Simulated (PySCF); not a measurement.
# C₃H₃N₂−: electronic excitations and core binding energies

Wanted: the electronic excitations and core binding energies of C₃H₃N₂− (`c1cn[n-]c1`), by calculation.

Computed with PySCF 2.14.0, with density-fitted response routines of our own, on a single molecule in the gas phase. Atoms are numbered from 0 throughout.

## (1) The starting structure

8 atoms, charge -1, multiplicity 1; geometry from: GFN2-xTB.

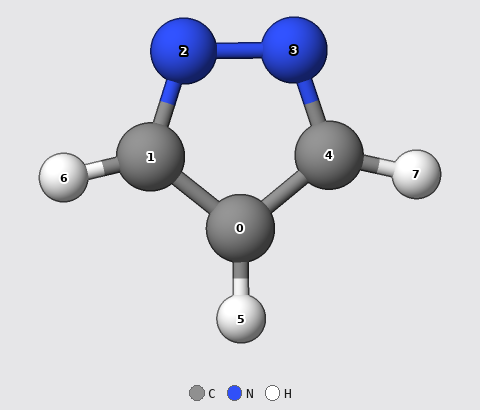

As it starts; carbon grey, nitrogen blue, hydrogen white, atoms numbered.

## (2) Excited states and response: wB97X-D/def2-SVPD

What the job is given:

```
{"job": {"kind": "uv", "xc": "wB97X-D", "basis": "def2-SVPD", "nstates": 8, "ntriplets": 3}, "charge": -1, "multiplicity": 1}
C      0.020900     0.775918     0.009906
C      1.083528    -0.121938    -0.035889
N      0.636102    -1.379104    -0.045333
N     -0.703972    -1.345464    -0.007254
C     -1.086396    -0.067406     0.026386
H      0.049305     1.858487     0.027692
H      2.147502     0.090414    -0.061557
H     -2.137912     0.198505     0.061484
```

Method: TDDFT wB97X-D/def2-SVPD, vertical, gas phase, core orbitals frozen in the response.

The program printed:

```text
coarse grid: 7248 points
cycle   1  E = -225.2930980013  dE =  9.632e-01  |g| = 4.186e-01  |ddm| = 4.503e+00
cycle   2  E = -225.3123462108  dE = -1.925e-02  |g| = 4.365e-01  |ddm| = 2.842e+00
cycle   3  E = -225.3549352895  dE = -4.259e-02  |g| = 7.484e-02  |ddm| = 1.375e+00
cycle   4  E = -225.3560963896  dE = -1.161e-03  |g| = 3.815e-02  |ddm| = 2.579e-01
cycle   5  E = -225.3564564363  dE = -3.600e-04  |g| = 7.089e-03  |ddm| = 1.214e-01
cycle   6  E = -225.3564765769  dE = -2.014e-05  |g| = 1.444e-03  |ddm| = 6.289e-02
cycle   7  E = -225.3564778463  dE = -1.269e-06  |g| = 7.816e-04  |ddm| = 2.233e-02
final grid: 71728 points
cycle   8  E = -225.3846762283  dE = -4.351e-05  |g| = 2.461e-03  |ddm| = 9.247e-02
cycle   9  E = -225.3846778668  dE = -1.639e-06  |g| = 1.771e-03  |ddm| = 1.565e-02
cycle  10  E = -225.3846786065  dE = -7.397e-07  |g| = 6.978e-04  |ddm| = 1.124e-02
cycle  11  E = -225.3846787206  dE = -1.141e-07  |g| = 2.887e-04  |ddm| = 4.318e-03
cycle  12  E = -225.3846787454  dE = -2.474e-08  |g| = 4.922e-05  |ddm| = 1.973e-03
cycle  13  E = -225.3846787464  dE = -1.042e-09  |g| = 1.594e-05  |ddm| = 8.808e-04
cycle  14  E = -225.3846787465  dE = -9.152e-11  |g| = 6.506e-06  |ddm| = 1.869e-04
converged SCF energy = -225.3846787465

Static polarisability (au): isotropic 54.853, principal 39.021 61.032 64.505

Singlet excitations
state   eV       nm        f      main configurations
  1   5.5347    224.0   0.03878   H-1->L 0.97
  2   5.6905    217.9   0.00000   H->L 0.89
  3   6.1115    202.9   0.01526   H-2->L 0.82, H-2->L+2 0.14
  4   6.1847    200.5   0.02217   H->L+1 0.96
  5   6.2634    198.0   0.00000   H-1->L+1 0.95
  6   6.2932    197.0   0.00862   H-2->L+3 0.97
  7   6.5146    190.3   0.00736   H-2->L+1 0.90
  8   6.6892    185.3   0.00264   H-1->L+2 0.97

Triplet excitations (Tamm-Dancoff, eV): 5.3631 5.3984 5.5595
```

Run time: 10 s. Hardware: 1 thread, shared host.

The orbitals next to the gap, with their largest atomic shares:

| orbital | eV | atoms |
| --- | --- | --- |
| HOMO−3 | -4.76 | N3 38 %, N2 38 %, C0 6 % |
| HOMO−2 | -3.05 | N2 39 %, N3 39 %, C1 9 % |
| HOMO−1 | -3.00 | C0 34 %, N3 18 %, N2 18 % |
| HOMO | -2.96 | C4 24 %, C1 24 %, N2 20 % |
| LUMO | 6.78 | C0 35 %, H5 24 %, C4 13 % |
| LUMO+1 | 7.16 | C4 24 %, C1 24 %, H7 20 % |
| LUMO+2 | 7.62 | H5 19 %, H6 18 %, H7 18 % |

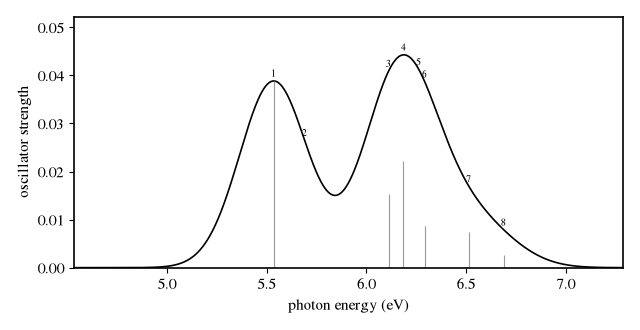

Absorption spectrum from the 8 singlet states computed; above the last one it falls off for lack of states. Lines are broadened to a width of 0.40 eV (Gaussian).

Further results of this job:

| property | computed |
| --- | --- |
| polarisability (Å³) | 8.13 |
| HOMO–LUMO gap (eV) | 9.75 |
| −ε(HOMO) (eV) | 2.96 |

## (3) Core holes by ΔSCF: SCAN, X2C

Settings changed since step 2:

```diff
@@ -1,2 +1,2 @@
-{"job": {"kind": "uv", "xc": "wB97X-D", "basis": "def2-SVPD", "nstates": 8, "ntriplets": 3}, "charge": -1, "multiplicity": 1}
+{"job": {"kind": "xps"}, "charge": -1, "multiplicity": 1}
 C      0.020900     0.775918     0.009906
```

Level: delta-SCF UKS SCAN, pcX-2 on the ionised atom, pcseg-1 elsewhere, spin-free X2C.

The program printed:

```text
ground state, core basis on atom 0 (C), 116 functions
  cycle   1  E = -225.49983069  |g| = 5.30e-01
  cycle   2  E = -225.44085845  |g| = 7.36e-01
  cycle   3  E = -225.58281979  |g| = 1.30e-01
  cycle   4  E = -225.58483921  |g| = 9.21e-02
  cycle   5  E = -225.58698106  |g| = 1.00e-02
  cycle   6  E = -225.58699671  |g| = 5.33e-03
  cycle   7  E = -225.58700371  |g| = 8.95e-04
  cycle   8  E = -225.58700365  |g| = 7.51e-05
  E(ground) = -225.59809812 Eh
hole in C 1s of atom 0
  cycle   1  E = -214.56647804  |g| = 1.52e+00
  cycle   2  E = -213.40792754  |g| = 2.14e+00
  cycle   3  E = -214.85774193  |g| = 7.59e-01
  cycle   4  E = -215.01462706  |g| = 5.10e-01
  cycle   5  E = -215.14051387  |g| = 7.69e-02
  cycle   6  E = -215.14259089  |g| = 2.47e-02
  cycle   7  E = -215.14288733  |g| = 7.06e-03
  cycle   8  E = -215.14291855  |g| = 1.84e-03
  cycle   9  E = -215.14292485  |g| = 9.94e-04
  cycle  10  E = -215.14292619  |g| = 8.94e-04
  cycle  11  E = -215.14292653  |g| = 2.75e-04
  E(ion) = -215.15240264 Eh   <S^2> = 0.7716   hole on atom = 1.000   binding energy = 284.242 eV
ground state, core basis on atom 1 (C), 116 functions
  cycle   1  E = -225.58877579  |g| = 6.16e-02
  cycle   2  E = -225.58846986  |g| = 4.34e-02
  cycle   3  E = -225.58866750  |g| = 3.28e-02
  cycle   4  E = -225.58891718  |g| = 1.25e-02
  cycle   5  E = -225.58895704  |g| = 9.38e-04
  cycle   6  E = -225.58895792  |g| = 3.32e-04
  E(ground) = -225.60032173 Eh
hole in C 1s of atom 1
  cycle   1  E = -214.55345120  |g| = 1.52e+00
  cycle   2  E = -213.33210295  |g| = 2.18e+00
  cycle   3  E = -214.89812291  |g| = 6.91e-01
  cycle   4  E = -215.00013789  |g| = 5.14e-01
  cycle   5  E = -215.12215434  |g| = 1.18e-01
  cycle   6  E = -215.12448329  |g| = 8.10e-02
  cycle   7  E = -215.12762494  |g| = 2.39e-02
  cycle   8  E = -215.12792107  |g| = 7.44e-03
  cycle   9  E = -215.12794898  |g| = 2.78e-03
  cycle  10  E = -215.12795300  |g| = 1.64e-03
  cycle  11  E = -215.12795668  |g| = 5.13e-04
  cycle  12  E = -215.12795726  |g| = 2.03e-04
  E(ion) = -215.13839890 Eh   <S^2> = 0.7737   hole on atom = 1.000   binding energy = 284.683 eV
ground state, core basis on atom 2 (N), 116 functions
  cycle   1  E = -225.60101502  |g| = 7.74e-02
  cycle   2  E = -225.60067029  |g| = 4.81e-02
  cycle   3  E = -225.60069869  |g| = 4.68e-02
  cycle   4  E = -225.60118225  |g| = 1.15e-02
  cycle   5  E = -225.60121793  |g| = 1.49e-03
  cycle   6  E = -225.60121818  |g| = 4.26e-04
  E(ground) = -225.61064869 Eh
hole in N 1s of atom 2
  cycle   1  E = -210.24164389  |g| = 1.86e+00
  cycle   2  E = -208.89129776  |g| = 2.46e+00
  cycle   3  E = -210.70178835  |g| = 7.37e-01
  cycle   4  E = -210.80343106  |g| = 5.33e-01
  cycle   5  E = -210.95251374  |g| = 1.47e-01
  cycle   6  E = -210.95829891  |g| = 7.89e-02
  cycle   7  E = -210.96108461  |g| = 2.84e-02
  cycle   8  E = -210.96149183  |g| = 7.10e-03
  cycle   9  E = -210.96152420  |g| = 2.28e-03
  cycle  10  E = -210.96153278  |g| = 1.29e-03
  cycle  11  E = -210.96153510  |g| = 1.02e-03
  cycle  12  E = -210.96153775  |g| = 5.00e-04
  E(ion) = -210.97040891 Eh   <S^2> = 0.7762   hole on atom = 1.000   binding energy = 398.381 eV
```

Wall time 12 s (1 thread, shared host).

The holes in one table. −ε is the ground-state orbital energy:

| hole | stands for | environment | ΔSCF (eV) | −ε (eV) | ⟨S²⟩ |
| --- | --- | --- | --- | --- | --- |
| C1s on C0 | C0 | aromatic CH | 284.24 | 267.5 | 0.772 |
| C1s on C1 | C1, C4 | aromatic CH next to a ring nitrogen | 284.68 | 267.9 | 0.774 |
| N1s on N2 | N2, N3 | pyridine-type nitrogen of an azole | 398.38 | 379.8 | 0.776 |

Each hole run stands for the others of its class of like atoms.

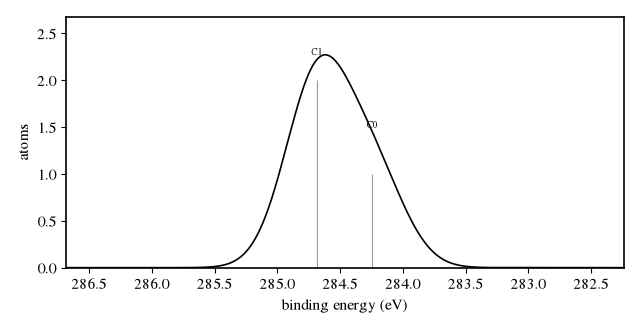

The C1s photoelectron lines, weighted by the number of atoms. Lines are broadened to a width of 0.60 eV (Gaussian).

## (4) What came out

```
                          quantity                        value
lowest singlet (wB97X-D/def2-SVPD)  5.53 eV (224 nm), f = 0.039
                    lowest triplet                      5.36 eV
  C1s binding energies, SCAN/pcX-2      C1 284.68, C0 284.24 eV
  N1s binding energies, SCAN/pcX-2                 N2 398.38 eV
```

In words: The lowest singlet, at 5.53 eV, is HOMO−1→LUMO 0.97 and is weak. The lowest triplet lies 0.17 eV below the lowest singlet (triplets in Tamm-Dancoff, singlets in full TDDFT). The lowest singlet lies above −ε(HOMO); no detachment energy was computed, so the anion's states may not be bound. The C1s levels kept as sound span 0.44 eV, from C0 (aromatic CH) up to C1 (aromatic CH next to a ring nitrogen).
